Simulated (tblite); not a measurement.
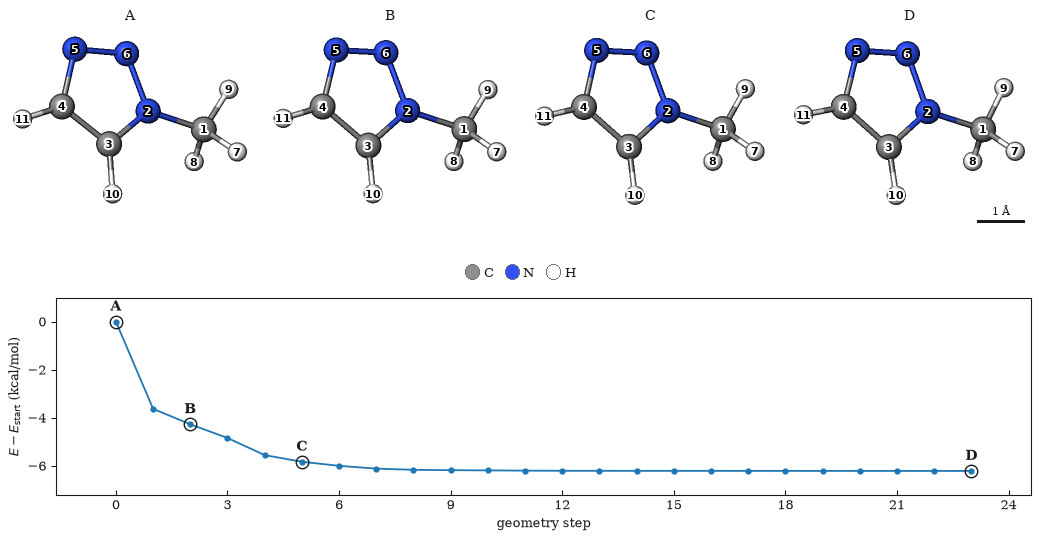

Frames of a relaxation of C3H5N3, marked on the history of the run. A ball-and-stick model, seen at a tilt.

Computed with tblite, GFN2-xTB geometry optimisation, gas phase. 

**Describe the path.**

The largest move after the best rigid fit is that of H9, 0.12 Å. By element the largest moves are H 0.12 Å, N 0.07 Å, C 0.06 Å. Among the contacts that change: N5–N6 1.330 → 1.278 Å, C1–H9 1.120 → 1.088 Å, C3–H10 1.100 → 1.069 Å, N2–C3 1.332 → 1.352 Å. Among the angles between lasting bonds that change: C4–C3–H10 124.5° → 132.9°, N2–C3–C4 109.2° → 104.1°, N2–C1–H9 112.4° → 107.7°. After 23 geometry steps the energy has fallen by 6.21 kcal/mol. From step 0 to 2: N5 moves most (0.04 Å), energy −4.27 kcal/mol. From step 2 to 5: H atoms move most (0.06 Å), energy −1.56 kcal/mol. From step 5 to 23: H9 moves most (0.04 Å), energy −0.38 kcal/mol.

```
step  E − E(0), kcal/mol
   0                0.00
   1               -3.63
   2               -4.27
   3               -4.84
   4               -5.55
   5               -5.83
   6               -6.00
   7               -6.12
   8               -6.17
   9               -6.18
  10               -6.19
  11               -6.20
  12               -6.21
  13               -6.21
  14               -6.21
  15               -6.21
  16               -6.21
  17               -6.21
  18               -6.21
  19               -6.21
  20               -6.21
  21               -6.21
  22               -6.21
  23               -6.21
```
